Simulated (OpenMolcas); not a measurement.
# Multiconfigurational calculation for Sr (part 2 of 2)

Continued. System: Sr. Method: state-averaged CASSCF, active space 2 electrons in the shells 4d 5s 5p, basis ANO-RCC-VTZP, DKH2 scalar Hamiltonian, spin-orbit coupling by RASSI with atomic mean-field integrals (OpenMolcas).

### Output (extracts), continued
```
--- RASSI ---
SPIN-FREE ENERGIES:
  (Shifted by EMIN (a.u.) =      -3177.0618232738)

 SF State       Relative EMIN(au)   Rel lowest level(eV)    D:o, cm**(-1)      L_eff

     6             0.0000000000        0.0000000000              0.0000         0.0
    12             0.0559743375        1.5231393165          12284.9471         1.0
    13             0.0559743375        1.5231393165          12284.9471         1.0
    14             0.0559743375        1.5231393165          12284.9471         1.0
     5             0.0974818721        2.6526168748          21394.7980         2.0
     1             0.0974818721        2.6526168748          21394.7980         2.0
     2             0.0974818721        2.6526168748          21394.7980         2.0
     3             0.0974818721        2.6526168748          21394.7980         2.0
     4             0.0974818721        2.6526168748          21394.7980         2.0
    15             0.0982275338        2.6729073615          21558.4518         1.0
    16             0.0982275338        2.6729073615          21558.4518         1.0
    17             0.0982275338        2.6729073615          21558.4518         1.0
     8             0.1003179699        2.7297910275          22017.2495         2.0
     9             0.1003179699        2.7297910275          22017.2495         2.0
    10             0.1003179699        2.7297910275          22017.2495         2.0
    11             0.1003179699        2.7297910275          22017.2495         2.0
     7             0.1003179699        2.7297910275          22017.2495         2.0
     Dipole printing threshold changed to   1.00000000E+00

++ Dipole transition strengths (spin-free states):
   -----------------------------------------------
     for osc. strength at least  1.00000000E+00

  ( Max oscillator strength is only   0.71594869890605928      )
--
Eigenvalues of complex Hamiltonian:
   -----------------------------------
  (Shifted by EMIN (a.u.) =      -3177.0618232738)

 SO State       Relative EMIN(au)   Rel lowest level(eV)    D:o, cm**(-1)     J-value

     1             0.0000000000        0.0000000000              0.0000         0.0
     2             0.0546563194        1.4872742175          11995.6755         0.0
     3             0.0553012596        1.5048239352          12137.2236         0.6
     4             0.0553012596        1.5048239351          12137.2236         1.0
     5             0.0553012596        1.5048239351          12137.2236         0.6
     6             0.0566333465        1.5410718660          12429.5828         1.1
     7             0.0566333465        1.5410718659          12429.5828         1.8
     8             0.0566333465        1.5410718660          12429.5828         1.3
     9             0.0566333465        1.5410718660          12429.5828         1.7
    10             0.0566333465        1.5410718660          12429.5828         1.8
    11             0.0969739835        2.6387965206          21283.3293         0.7
    12             0.0969739835        2.6387965206          21283.3293         0.7
    13             0.0969739835        2.6387965206          21283.3293         0.9
    14             0.0972632953        2.6466690959          21346.8259         1.1
    15             0.0972632953        2.6466690959          21346.8259         1.8
    16             0.0972632953        2.6466690959          21346.8259         1.7
    17             0.0972632953        2.6466690959          21346.8259         1.8
    18             0.0972632953        2.6466690959          21346.8259         1.3
    19             0.0978204646        2.6618304444          21469.1104         1.8
    20             0.0978204646        2.6618304444          21469.1104         2.7
    21             0.0978204646        2.6618304444          21469.1104         2.7
    22             0.0978204646        2.6618304444          21469.1104         1.5
    23             0.0978204646        2.6618304444          21469.1104         2.6
    24             0.0978204646        2.6618304444          21469.1104         2.6
    25             0.0978204646        2.6618304444          21469.1104         2.5
    26             0.0982416026        2.6732901934          21561.5395         0.6
    27             0.0982416026        2.6732901934          21561.5395         1.0
    28             0.0982416026        2.6732901934          21561.5395         0.6
    29             0.1003672506        2.7311320217          22028.0653         1.8
    30             0.1003672506        2.7311320217          22028.0653         1.8
    31             0.1003672506        2.7311320217          22028.0653         1.1
    32             0.1003672506        2.7311320217          22028.0653         1.8
    33             0.1003672506        2.7311320217          22028.0653         1.3
Weights of the five most important spin-orbit-free states for each spin-orbit state.

 SO State  Total energy (au)           Spin-free states, spin, and weights
 -------------------------------------------------------------------------------------------------------
    1         0.000000       6 0.0  1.0000   17 0.0  0.0000   16 0.0  0.0000   15 0.0  0.0000   14 1.0  0.0000
    2         0.054656      12 1.0  0.3333   13 1.0  0.3333   14 1.0  0.3333   15 0.0  0.0000   17 0.0  0.0000
    3         0.055301      13 1.0  0.4998   14 1.0  0.4964   12 1.0  0.0035   15 0.0  0.0003   17 0.0  0.0000
    4         0.055301      12 1.0  0.4998   14 1.0  0.4959   13 1.0  0.0040   16 0.0  0.0003   17 0.0  0.0000
    5         0.055301      12 1.0  0.4964   13 1.0  0.4959   14 1.0  0.0074   17 0.0  0.0003   16 0.0  0.0000
    6         0.056633      14 1.0  0.5610   12 1.0  0.3796   13 1.0  0.0594   16 0.0  0.0000   17 0.0  0.0000
    7         0.056633      14 1.0  0.5001   13 1.0  0.4998   12 1.0  0.0000   15 0.0  0.0000   17 0.0  0.0000
    8         0.056633      14 1.0  0.5914   12 1.0  0.2552   13 1.0  0.1533   16 0.0  0.0000   17 0.0  0.0000
    9         0.056633      12 1.0  0.5319   13 1.0  0.4585   14 1.0  0.0097   16 0.0  0.0000   17 0.0  0.0000
   10         0.056633      12 1.0  0.5000   13 1.0  0.4956   14 1.0  0.0044   17 0.0  0.0000   16 0.0  0.0000
   11         0.096974       3 1.0  0.2972    5 1.0  0.2878    4 1.0  0.1855    2 1.0  0.1323    1 1.0  0.0971
   12         0.096974       3 1.0  0.2919    5 1.0  0.2858    2 1.0  0.1639    4 1.0  0.1355    1 1.0  0.1229
```

### Spin-orbit levels, grouped by J and assigned

```
Configuration  Level  E (cm⁻¹)  LS purity (%)  Landé g
          5s²    ¹S₀         0            100        –
        5s 5p   ³P°₀    12,000            100        –
        5s 5p   ³P°₁    12,140            100    1.501
        5s 5p   ³P°₂    12,430            100    1.501
        4d 5s    ³D₁    21,280            100    0.499
        4d 5s    ³D₂    21,350             98    1.164
        4d 5s    ³D₃    21,470            100    1.334
        5s 5p   ¹P°₁    21,560            100    1.000
        4d 5s    ¹D₂    22,030             98    1.003
```

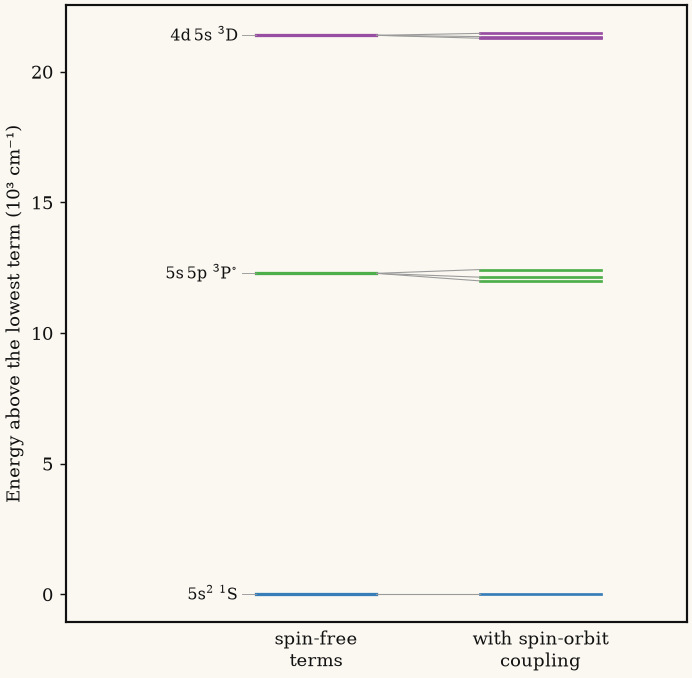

**Figure 1.** Terms of the Sr atom without and with spin-orbit coupling; the J values are left off. 5s² ¹S (at 0) gives the one level J = 0; 5s 5p ³P° (at 12,300 cm⁻¹) splits over 434 cm⁻¹ into J = 0, 1, 2 from the bottom up (normal); 4d 5s ³D (at 21,400 cm⁻¹) splits over 186 cm⁻¹ into J = 1, 2, 3 from the bottom up (normal). The ground level lies 0 below the lowest term.

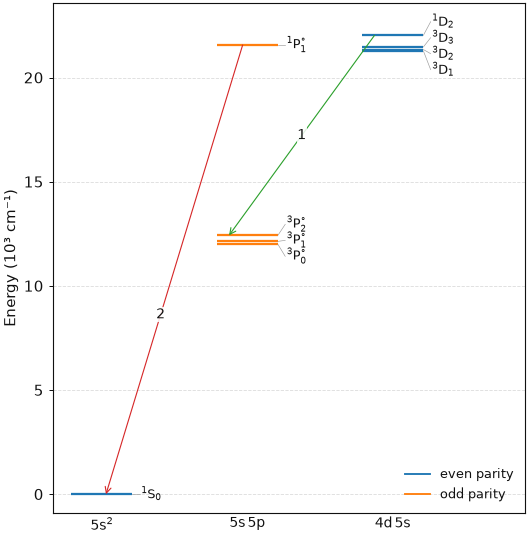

**Figure 2.** Levels of neutral strontium with 2 numbered transitions. Rates are at computed energies.

| No. | Upper | Lower | Type | λ (vacuum) | A (s⁻¹) |
| --- | --- | --- | --- | --- | --- |
| 1 | 4d 5s ¹D₂ | 5s 5p ³P°₂ | E1 | 1040 nm | 2.5×10⁴ |
| 2 | 5s 5p ¹P°₁ | 5s² ¹S₀ | E1 | 464 nm | 2.2×10⁸ |

Line 2 has the largest rate; it falls in the visible region.

### The input
```
&GATEWAY
Coord
1

Sr 0.0 0.0 0.0
Basis=ANO-RCC-VTZP
Group=XYZ
NoMove
AngMom=0.0 0.0 0.0
AMFI
&SEWARD
&RASSCF
FileOrb=start.orb
Symmetry=1
Spin=3
nActEl=2 0 0
Inactive=9 9
Ras2=6 3
CIRoot=18 18 1
SDav=18
CIMx=300
Iter=120 100
PrWF=0.3
OrbListing=Nothing
MaxOrb=0
Atom
>>> COPY $Project.JobIph JOB001
&RASSCF
FileOrb=start.orb
Symmetry=1
Spin=1
nActEl=2 0 0
Inactive=9 9
Ras2=6 3
CIRoot=6 6 1
SDav=27
CIMx=300
Iter=120 100
PrWF=0.3
OrbListing=Nothing
MaxOrb=0
Atom
>>> COPY $Project.JobIph JOB002
&RASSCF
FileOrb=start.orb
Symmetry=2
Spin=3
nActEl=2 0 0
Inactive=9 9
Ras2=6 3
CIRoot=3 3 1
SDav=18
CIMx=300
Iter=120 100
PrWF=0.3
OrbListing=Nothing
MaxOrb=0
Atom
>>> COPY $Project.JobIph JOB003
&RASSCF
FileOrb=start.orb
Symmetry=2
Spin=1
nActEl=2 0 0
Inactive=9 9
Ras2=6 3
CIRoot=3 3 1
SDav=18
CIMx=300
Iter=120 100
PrWF=0.3
OrbListing=Nothing
MaxOrb=0
Atom
>>> COPY $Project.JobIph JOB004
&RASSI
NrOfJobIphs=4 5 6 3 3
1 2 3 4 5
1 2 3 4 5 6
1 2 3
1 2 3
IphNames
JOB001
JOB002
JOB003
JOB004
EJob
SpinOrbit
DIPRint=1.0
SOCoupling=1000.0
Subsets=2
MEES
Property=10
'ANGMOM' 1 'ANGMOM' 2 'ANGMOM' 3 'MLTPL  1' 1 'MLTPL  1' 2 'MLTPL  1' 3
'AMFI' 1 'AMFI' 2 'AMFI' 3 'MLTPL  2' 6
SOProperty=3
'ANGMOM' 1 'ANGMOM' 2 'ANGMOM' 3
```

The file start.orb holds starting orbitals from an earlier step. A driver script formed the levels outside the program, from RASSI's spin-orbit matrix and the active-space energies, averaged over the components of each term or state.

Command:
```bash
OMP_NUM_THREADS=1 MOLCAS_MEM=2252 MOLCAS_PROJECT=a pymolcas a.inp > a.log  # once for each step of the input, in one work folder
```

### Summary

- outcome: converged
- lowest level: 5s² ¹S₀
- first excited level: 5s 5p ³P°₀, 11,996 cm⁻¹ (measured: 14,318)
- energy of the lowest spin-free term: −3177.06182 hartree
- energy of the lowest spin-orbit level: −3177.06182 hartree
- largest spread among components of a term: 0.0 cm⁻¹
- hardware: 1 thread of Intel Xeon (Sapphire Rapids), 176 GiB of memory available, shared host
- wall time: 27 s

### Remarks

Without dynamic correlation the gaps between configurations can be off by an electronvolt or more. To bear in mind: single d shell misplaces d against s configurations; spin-free states above about 34,000 cm⁻¹ are left out of the spin-orbit step; only configurations of the active space are included.
